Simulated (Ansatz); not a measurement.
# UCCSD/STO-3G run of SiH2SF (SMILES F[SiH]S)

Aim: the vertical doublet–quartet gap of SiH2SF at UCCSD/STO-3G, from 2 runs. 

The results are computed with Ansatz 0.2.0.

72 further runs of the same task are left out: 4 that didn't finish, 68 set aside as unsound or not needed.

### Step 1. Starting point

SiH2SF has 5 atoms, charge 0, and is taken as a doublet. SMILES: `F[SiH]S`. The coordinates come from a PBE0-D4/def2-TZVP relaxation. This is one conformer, not always the lowest.

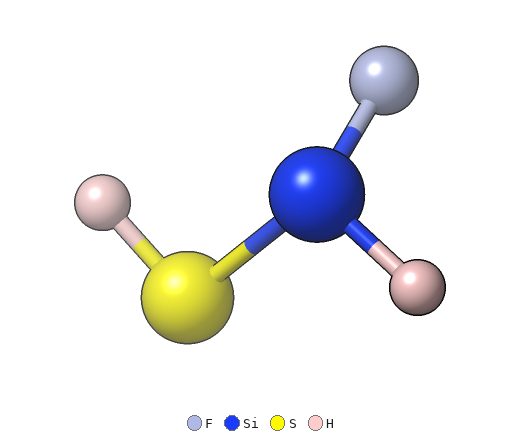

The structure, seen from a chosen angle (fluorine light blue, silicon blue, sulfur yellow, hydrogen pink).

### Step 2. The energy at UCCSD/STO-3G

The input, job.yaml:

```yaml
crystal:
  periodic: [false, false, false]
  atoms:
    - symbol: F
      position_ang: [-1.242300, -0.527200, 1.134200]
    - symbol: Si
      position_ang: [-0.629400, -0.168000, -0.303300]
    - symbol: S
      position_ang: [1.400700, 0.438500, -0.191800]
    - symbol: H
      position_ang: [-0.621800, -1.416500, -1.115500]
    - symbol: H
      position_ang: [1.142700, 1.599500, 0.435000]
basis:
  gaussian:
    orbitals: STO-3G
magnetization:
  spin_polarized: true
  initial_magnetization: 1
correlation:
  method: ccsd
  frozen_orbitals: {F: 1, H: 0, S: 5, Si: 5}
accuracy: high
scf:
  omitted_lower_state_checks: [cluster_reference, increment]
```

Run with:

```sh
$ ansatz run job.yaml --threads 1 --pin off --max-ram 2610MiB --events-out events.jsonl --progress --plain --runs-dir runs
```

The log of the run, shortened:

```text
Warning: RAYON_NUM_THREADS=1 ignored (pool sized by the plan → 1); use --threads N
Functional definition: HF
  name "HF"
[...]
461 factors; integrals over basis functions are off by at most 2.7e-8 eV
[...]
mean field -21169.40409666 eV, -777.9612514149 hartree, gradient 6.5e-8 eV, S^2 0.753746; 0 other end points of the search recorded, 0 dependent functions left out
11 core orbitals not correlated: weight in the atoms' cores, before any rotation towards them, 1.000 or more for the frozen orbitals, at most 0.000 for the correlated occupied ones
reference -21169.40409666 eV, -777.9612514149 hartree; 10, 9 occupied and 4, 5 virtual orbitals, 461 factors
second order -1.82637262 eV of doubles, -0.00000000 eV of singles
cycle   1  -2.19845775 eV  change   -3.7e-1 eV  update   7.4e-2
[...]
cycle  24  -2.47145381 eV  change  -5.4e-10 eV  update  7.7e-10
Total energy: -21171.87555047 eV, -778.0520756672 hartree
Checks for a lower state left out: cluster_reference, increment
```

It took 0.4 s on 1 thread of Arm Neoverse V1, shared host.

### Step 3. The quartet, same level

The input, in.yaml:

```yaml
crystal:
  periodic: [false, false, false]
  atoms:
    - {symbol: F, position_ang: [-1.242300, -0.527200, 1.134200]}
    - {symbol: Si, position_ang: [-0.629400, -0.168000, -0.303300]}
    - {symbol: S, position_ang: [1.400700, 0.438500, -0.191800]}
    - {symbol: H, position_ang: [-0.621800, -1.416500, -1.115500]}
    - {symbol: H, position_ang: [1.142700, 1.599500, 0.435000]}
basis:
  gaussian: {orbitals: STO-3G}
magnetization: {spin_polarized: true, initial_magnetization: 3}
correlation: {method: ccsd, frozen_orbitals: {F: 1, H: 0, S: 5, Si: 5}}
accuracy: high
scf: {omitted_lower_state_checks: [cluster_reference, increment]}
```

Run with:

```sh
$ ansatz run in.yaml --threads 1 --pin off --max-ram 2610MiB --events-out events.jsonl --progress --plain --runs-dir runs
```

The log of the run:

```text
Warning: RAYON_NUM_THREADS=1 ignored (pool sized by the plan → 1); use --threads N
[... 13 lines left out ...]
11 core orbitals not correlated: weight in the atoms' cores, before any rotation towards them, 1.000 or more for the frozen orbitals, at most 0.000 for the correlated occupied ones
[... 48 lines left out ...]
Total energy: -21163.26812160 eV, -777.7357584903 hartree
Checks for a lower state left out: cluster_reference, increment
```

It took 0.91 s on 1 thread of Arm Neoverse V1, shared host.

### Step 4. Results

Level: UCCSD/STO-3G, 11 core orbitals frozen.

```
                                             quantity          value
                                doublet: total energy  -778.05208 Eh
doublet: correlation energy (11 core orbitals frozen)      -90.8 mEh
           doublet: ⟨S²⟩ of the reference determinant          0.754
                               doublet: T1 diagnostic          0.015
                                quartet: total energy  -777.73576 Eh
quartet: correlation energy (11 core orbitals frozen)      -74.4 mEh
           quartet: ⟨S²⟩ of the reference determinant          3.760
                               quartet: T1 diagnostic          0.021
     vertical energy of the quartet above the doublet       8.607 eV
```

In words: At this shape the quartet lies 8.61 eV (198 kcal/mol) above the doublet. In a minimal basis such a difference can be off by several eV, whatever the method.
